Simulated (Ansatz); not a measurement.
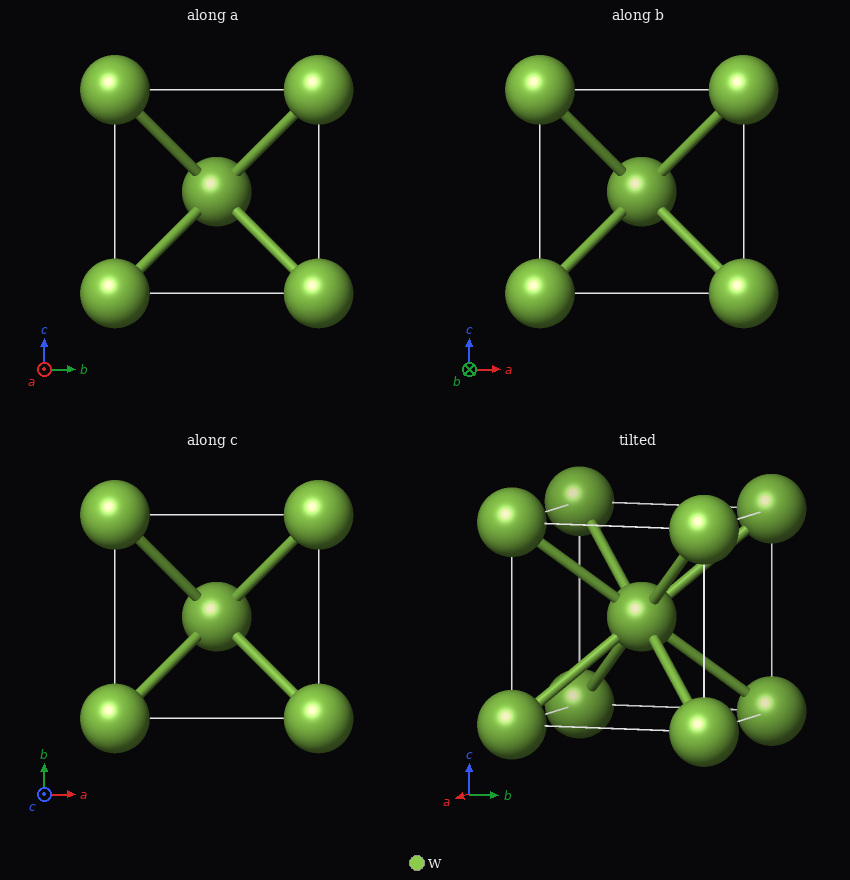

An orthographic ball-and-stick view of the structure, along the a axis, along the b axis, along the c axis and slightly off an axis. The frame is the conventional unit cell; atoms at its boundary are shown with their periodic copies.

Lattice parameters: a = 3.185 Å, b = 3.185 Å, c = 3.185 Å, α = 90.00°, β = 90.00°, γ = 90.00°.

Give the structure in the form of a table of Wyckoff sites.

Space group Im-3m (No. 229).
| atom | site | x | y | z |
| --- | --- | --- | --- | --- |
| W | 2a | 0.0000 | 0.0000 | 0.0000 |

The cell started as a structure type filled with this element by a generator (whether the element takes this form wasn't checked). Earlier steps of the study may have refined or changed the cell and positions. Ansatz was used for an electronic-structure calculation on it.
